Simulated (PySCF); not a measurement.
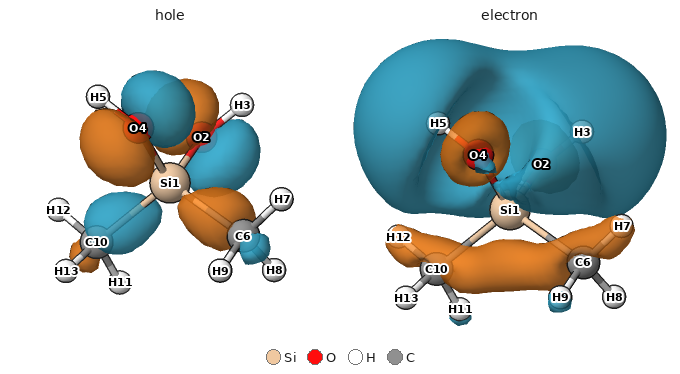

*Si(OH)2Me2 (C2H8O2Si). Leading natural transition orbital pair of S₁ (TDA singlet states); the surfaces enclose about 78 % of each orbital's density.*

PySCF calculation, LC-wPBE/6-31G*, gas phase; geometry: GFN2-xTB. No frequency check shows the geometry to be a minimum. Without diffuse functions Rydberg states are missing, so the states' numbers hold for this basis only.

Cartesian coordinates (Å):

```
Si1     -0.0003    0.0396    0.0000
O2       0.2811    0.9664    1.3221
H3      -0.3929    1.5501    1.6602
O4      -0.2809    0.9664   -1.3221
H5       0.3931    1.5501   -1.6602
C6      -1.5833   -0.9912    0.1481
H7      -2.4647   -0.3574    0.1482
H8      -1.5899   -1.5717    1.0651
H9      -1.6829   -1.6826   -0.6807
C10      1.5836   -0.9911   -0.1481
H11      1.6831   -1.6826    0.6807
H12      2.4649   -0.3573   -0.1482
H13      1.5901   -1.5716   -1.0651
```

Q: Where does the state lie, and where do hole and electron sit?

A: 9.17 eV (135 nm), f = 0.030; the leading pair carries 78 %; hole on O2 and O4 (35 % each), Si1 (11 %) and C6 and C10 (6 % each), electron on Si1 (23 %), H3 and H5 (18 % each) and O2 and O4 (14 % each) (shares are of the whole state, not of the leading pair alone); their centroids lie 0.5 Å apart. The HOMO–LUMO gap is 15.01 eV.
